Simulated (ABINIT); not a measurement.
# SiC (Moissanite): G0W0 in ABINIT against the bands in the screening, part 2 of 2

Wanted: the cheapest bands in the screening that holds the gap of SiC (Moissanite).

ABINIT 10.8.3; LDA and many-body steps on it, plane waves. Known limits of the many-body steps: not at the basis limit; coarse k mesh.

So far. Step 2 (Screening, 3×3×2 mesh, 16 bands, screening to 130.6 eV): Local fields lower ε∞ by 8 %. On a Γ-centred mesh this coarse the value itself is usually too large, while a short band sum pulls it down. Step 3 (16 bands): The gap on the mesh goes from 2.22 eV to 3.04 eV, a correction of +0.82 eV.

### 5. 39 bands

This step: G0W0 on LDA, plane waves, norm-conserving pseudopotentials.

File run.abi:

```
acell 3*1.0 Angstrom
rprim 
  3.075999999976 0.000000000005 0.000000000000
  -1.537999999993 2.663894142018 0.000000000000
  0.000000000000 0.000000000000 5.048000000000
ntypat 2
znucl 14 6
natom 4
typat 1 1 2 2
xred 
  0.333333333333 0.666666666667 0.000000000000
  0.666666666667 0.333333333333 0.500000000000
  0.333333333333 0.666666666667 0.385000000000
  0.666666666667 0.333333333333 0.885000000000
pp_dirpath "pseudos"
pseudos "Si.upf, C.upf"
ecut 37
ngkpt 3 3 2
nshiftk 1
shiftk 0 0 0
kptopt 1
chksymbreak 0
istwfk *1
occopt 1
irdwfk 1
optdriver 4
nband 39
gwcalctyp 0
ecutsigx 37
symsigma 1
nkptgw 3
kptgw 
  0.0000000000 0.0000000000 0.0000000000
  0.3333333333 0.3333333333 0.0000000000
  0.3333333333 0.0000000000 0.0000000000
bdgw 
  6 10
  7 10
  7 10
ecuteps 4.8
irdscr 1
ppmodel 1
indata_prefix "in"
outdata_prefix "out"
tmpdata_prefix "tmp"
```

On the command line:

```sh
> OMP_NUM_THREADS=1 mpirun -n 4 abinit run.abi > log
```

The program printed:

```text
.Version 10.8.3 of ABINIT. v10.8.2 released Aug 2026.

 Symmetries : space group P6_3 m c (#186); Bravais hP (primitive hexag.)
[... echo of the input left out ...]
== DATASET  1 ==================================================================
-   mpi_nproc: 4, omp_nthreads: 1 (-1 if OMP is not activated)

--- !DatasetInfo
iteration_state: {dtset: 1, }
dimensions: {natom: 4, nkpt: 6, mband: 39, nsppol: 1, nspinor: 1, nspden: 1, mpw: 3018, }
cutoff_energies: {ecut:  37.0, pawecutdg:  -1.0, }
electrons: {nelect:   1.60000000E+01, charge:   0.00000000E+00, occopt:   1.00000000E+00, tsmear:   1.00000000E-02, }

 SIGMA: Calculation of the GW corrections

 Based on a program developped by R.W. Godby, V. Olevano, G. Onida, and L. Reining.
 Incorporated in ABINIT by V. Olevano, G.-M. Rignanese, and M. Torrent.
.Using double precision arithmetic ; gwpc =  8

[... cell and pseudopotentials left out ...]
--------------------------------------------------------------------------------

 ==== K-mesh for the wavefunctions ====
 Number of points in the irreducible wedge :     6
[... list of points left out ...]
 Together with 12 symmetry operations and time-reversal symmetry
 yields    18 points in the full Brillouin Zone.

 ==== Q-mesh for screening function ====
 Number of points in the irreducible wedge :     6
[... list of points left out ...]
 Together with 12 symmetry operations and time-reversal symmetry
 yields    18 points in the full Brillouin Zone.

 vcoul_init : cutoff-mode = AUXILIARY_FUNCTION
 q-points for optical limit:   1
     1)      0.000010    0.000020    0.000030
 setmesh: FFT mesh size selected  =    27x   27x   54
          total number of points  =        39366

 Number of electrons calculated from density =   16.0000; Expected =   16.0000
[...]
number of plane-waves for wavefunctions          2997
 number of bands                                    39
 number of q-points in IBZ                           6
 number of frequencies                               2
 number of real frequencies                          1
 number of imag frequencies                          1

 matrix elements of self-energy operator (all in [eV])

 Perturbative Calculation

--- !SelfEnergy_ee
iteration_state: {dtset: 1, }
kpoint     : [   0.000,    0.000,    0.000, ]
spin       : 1
KS_gap     :    4.582
QP_gap     :    5.344
Delta_QP_KS:    0.761
data: !SigmaeeData |
     Band     E0 <VxcDFT>   SigX SigC(E0)      Z dSigC/dE  Sig(E)    E-E0       E
        6   7.133 -14.990 -17.767   3.052   0.799  -0.251 -14.770   0.220   7.352
        7   7.133 -14.990 -17.767   3.052   0.799  -0.251 -14.770   0.220   7.352
        8   7.406 -14.790 -16.951   2.575   0.802  -0.248 -14.459   0.332   7.738
[...]
--- !SelfEnergy_ee
iteration_state: {dtset: 1, }
kpoint     : [   0.333,    0.333,    0.000, ]
spin       : 1
KS_gap     :    6.273
QP_gap     :    7.327
Delta_QP_KS:    1.054
data: !SigmaeeData |
     Band     E0 <VxcDFT>   SigX SigC(E0)      Z dSigC/dE  Sig(E)    E-E0       E
[...]
--- !SelfEnergy_ee
iteration_state: {dtset: 1, }
kpoint     : [   0.333,    0.000,    0.000, ]
spin       : 1
KS_gap     :    4.311
QP_gap     :    5.244
Delta_QP_KS:    0.933
data: !SigmaeeData |
     Band     E0 <VxcDFT>   SigX SigC(E0)      Z dSigC/dE  Sig(E)    E-E0       E
[...]
9  10.514 -10.835  -5.676  -3.945   0.824  -0.214  -9.835   1.000  11.514
       10  12.172 -11.492  -6.132  -3.960   0.817  -0.224 -10.348   1.144  13.316

== END DATASET(S) ==============================================================
================================================================================

 -outvars: echo values of variables after computation  --------
           etotal      0.0000000000E+00
            nband          39
             nkpt           6
          spgroup         186
 [... the other variables as echoed above ...]

 Calculation completed.
```

The job ended after 3.7 s (4 MPI ranks of Arm Neoverse V1, shared host; peak memory 0.35 GiB; 14 s of CPU time).

Numbers from this step:

| Item | Value |
| --- | --- |
| G0W0 gap on the points computed | 2.795 eV |
| starting gap on the mesh | 2.222 eV |
| k of the valence top | 0, 0, 0 |
| k of the conduction bottom | 0.3333, 0.3333, 0 |
| Z at the valence top | 0.802 |
| Z at the conduction bottom | 0.831 |
| least direct G0W0 gap on the computed points | 5.244 eV |

Against the run before, the gap moves by −0.247 eV.

### 6. Screening, 3×3×2 mesh, 80 bands, screening to 130.6 eV

This step: RPA screening on LDA, plane waves, norm-conserving pseudopotentials.

Edit run.abi of step 5 so:

```diff
@@ -25,19 +25,8 @@
 irdwfk 1
-optdriver 4
-nband 39
-gwcalctyp 0
-ecutsigx 37
-symsigma 1
-nkptgw 3
-kptgw 
-  0.0000000000 0.0000000000 0.0000000000
-  0.3333333333 0.3333333333 0.0000000000
-  0.3333333333 0.0000000000 0.0000000000
-bdgw 
-  6 10
-  7 10
-  7 10
+optdriver 3
+nband 80
 ecuteps 4.8
-irdscr 1
-ppmodel 1
+inclvkb 2
+awtr 1
+symchi 1
 indata_prefix "in"
```

The program printed:

```text
.Version 10.8.3 of ABINIT. v10.8.2 released Aug 2026.

 Symmetries : space group P6_3 m c (#186); Bravais hP (primitive hexag.)
[... echo of the input left out ...]
== DATASET  1 ==================================================================
-   mpi_nproc: 4, omp_nthreads: 1 (-1 if OMP is not activated)

--- !DatasetInfo
iteration_state: {dtset: 1, }
dimensions: {natom: 4, nkpt: 6, mband: 80, nsppol: 1, nspinor: 1, nspden: 1, mpw: 3018, }
cutoff_energies: {ecut:  37.0, pawecutdg:  -1.0, }
[...]
--------------------------------------------------------------------------------
[... chi0 elements left out ...]
 For q-point:  0.000010 0.000020 0.000030
  dielectric constant =   8.8024
  dielectric constant without local fields =   9.6292

  Average fulfillment of the sum rule on Im[epsilon] for q-point    1 :     78.93  [%]
[... wings left out ...]
  q-point number  2        q = ( 0.333333, 0.000000, 0.000000) [r.l.u.]
--------------------------------------------------------------------------------
[... chi0 elements left out ...]
  Average fulfillment of the sum rule on Im[epsilon] for q-point    2 :     83.54  [%]

 [... 4 further q-points ...]
```

Elapsed: 6 s, on 4 MPI ranks; peak memory 0.44 GiB.

This step gave:

```yaml
eps_infinity_with_local_fields_on_this_mesh_along_the_program_s_q_direction: 8.802
the_same_without_local_fields: 9.629
plasma_frequency: 23.09 eV
plane_waves_in_the_screening_matrix: 135
```

### 7. 80 bands

This step: G0W0 on LDA, plane waves, norm-conserving pseudopotentials.

Edit run.abi of step 6 so:

```diff
@@ -25,8 +25,19 @@
 irdwfk 1
-optdriver 3
-nband 80
+optdriver 4
+nband 39
+gwcalctyp 0
+ecutsigx 37
+symsigma 1
+nkptgw 3
+kptgw 
+  0.0000000000 0.0000000000 0.0000000000
+  0.3333333333 0.3333333333 0.0000000000
+  0.3333333333 0.0000000000 0.0000000000
+bdgw 
+  6 10
+  7 10
+  7 10
 ecuteps 4.8
-inclvkb 2
-awtr 1
-symchi 1
+irdscr 1
+ppmodel 1
 indata_prefix "in"
```

The program printed:

```text
.Version 10.8.3 of ABINIT. v10.8.2 released Aug 2026.

 Symmetries : space group P6_3 m c (#186); Bravais hP (primitive hexag.)
[... echo of the input left out ...]
== DATASET  1 ==================================================================
-   mpi_nproc: 4, omp_nthreads: 1 (-1 if OMP is not activated)

--- !DatasetInfo
iteration_state: {dtset: 1, }
dimensions: {natom: 4, nkpt: 6, mband: 39, nsppol: 1, nspinor: 1, nspden: 1, mpw: 3018, }
cutoff_energies: {ecut:  37.0, pawecutdg:  -1.0, }
[...]
Band     E0 <VxcDFT>   SigX SigC(E0)      Z dSigC/dE  Sig(E)    E-E0       E
[...]
9  10.514 -10.835  -5.676  -4.030   0.823  -0.215  -9.906   0.929  11.443
       10  12.172 -11.492  -6.132  -4.028   0.817  -0.224 -10.404   1.088  13.261

== END DATASET(S) ==============================================================
================================================================================

 -outvars: echo values of variables after computation  --------
           etotal      0.0000000000E+00
            nband          39
             nkpt           6
          spgroup         186
 [... the other variables as echoed above ...]

 Calculation completed.
```

Wall time 3.6 s (4 MPI ranks); peak memory 0.35 GiB.

Numbers from this step:

```yaml
g0w0_gap_on_the_points_computed: 2.742 eV
starting_gap_on_the_mesh: 2.222 eV
k_of_the_valence_top: 0, 0, 0
k_of_the_conduction_bottom: 0.3333, 0.3333, 0
least_direct_g0w0_gap_on_the_computed_points: 5.199 eV
```

Against the run before, the gap moves by −0.053 eV.

### 8. Side by side

Times are wall times on 4 MPI ranks of Arm Neoverse V1, shared host, good to a factor of about two. A run's time includes the screening step that it read.

```
     run   mesh  bands  screening cutoff (eV)  DFT gap (eV)  gap on the mesh (eV)  direct (eV)  ε∞ used   time
16 bands  3×3×2     39                  130.6         2.222                 3.042        5.527     8.67  6.4 s
39 bands  3×3×2     39                  130.6         2.222                 2.795        5.244     8.79  7.6 s
80 bands  3×3×2     39                  130.6         2.222                 2.742        5.199     8.80  9.7 s
```

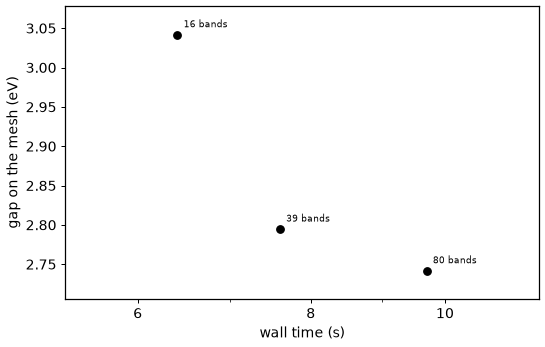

Result against wall time.

### 9. Outcome

| Property | Result |
| --- | --- |
| 16 bands | 3.042 eV |
| 39 bands | 2.795 eV |
| 80 bands | 2.742 eV |
| known limits | not at the basis limit; coarse k mesh |

The setting moved: bands in the screening. From 16 bands to 80 bands the gap moves by −0.30 eV. The last step still moves it by −0.053 eV. Bands and screening cutoff are coupled, so a series along one setting does not show full convergence. Bands and cutoff are finite, so the gap is not at the basis limit. The miss can reach some tenths of an eV and take either sign; the mesh is an error of its own. In the G0W0 runs levels were corrected at 3 k points alone, so a gap called «on the mesh» is the least over those, and an edge elsewhere would be missed. The 3×3×2 mesh is coarse for this cell, which bears on the long-range parts of exchange and screening.

[Paths, hosts, dates, memory and timing lines, banners, echoed tables and standing remarks are left out of the program output.]

[Logs are printed without paths, hosts, clocks, repeated set-up lines and the standing remarks that a program may print on its own settings, such as how far it seeks lower states.]

[Runs of the session that timed out or met a known fault of the program may be left out.]

[Hosts, paths, dates, database ids (printed as entryN), source tags and the programs' standing remarks are cut or masked in the printed files.]

[G0W0 gaps are taken among the corrected bands and points alone; a level outside them can change the order at an edge.]

[Where Ansatz stands beside ABINIT at settings called matched, ABINIT's density can come from a denser mesh and the files from another edition; pairs whose starting gaps differed by over 0.03 eV were left out, so agreement reads better than it is.]
